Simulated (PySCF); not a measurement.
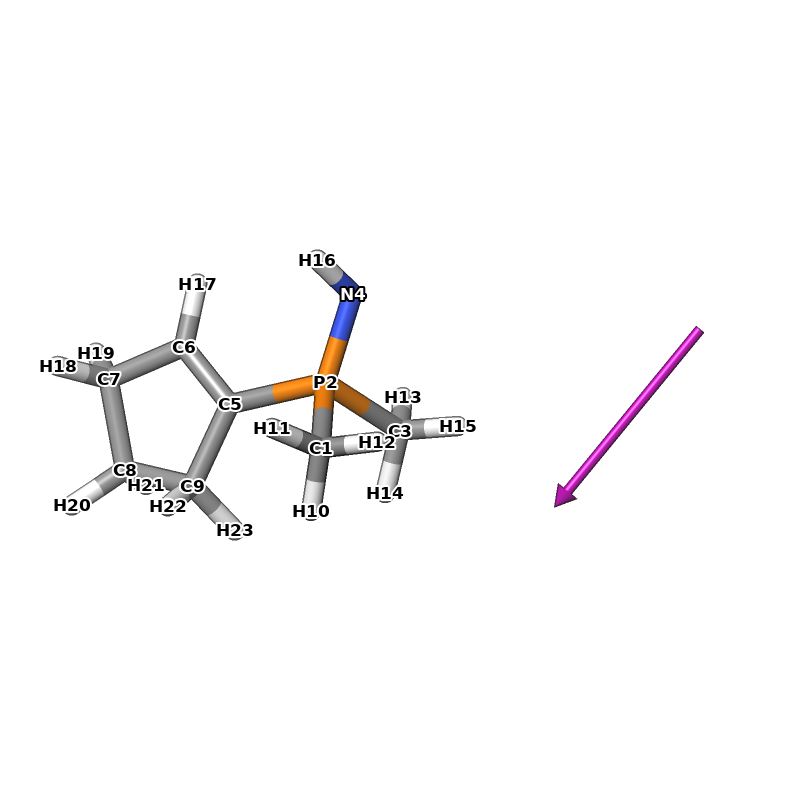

The arrow beside the molecule shows the direction of the dipole moment, from the negative to the positive end (its length means nothing). The computed structure is the end point of a GFN2-xTB optimisation. No frequency run is at hand to confirm it as a minimum. Method: PBE0/pcSseg-1, gas phase (PySCF 2.14.0).

Estimate the dipole moment.

Answer. 3.64 D; it points from the side of N4, H16 to the side of H20 (the outermost atoms at the two ends).

The geometry is semi-empirical. Around P such bond lengths and angles can be off by a tenth of an ångström or more and by several degrees, and values that hang on the shape move with them.
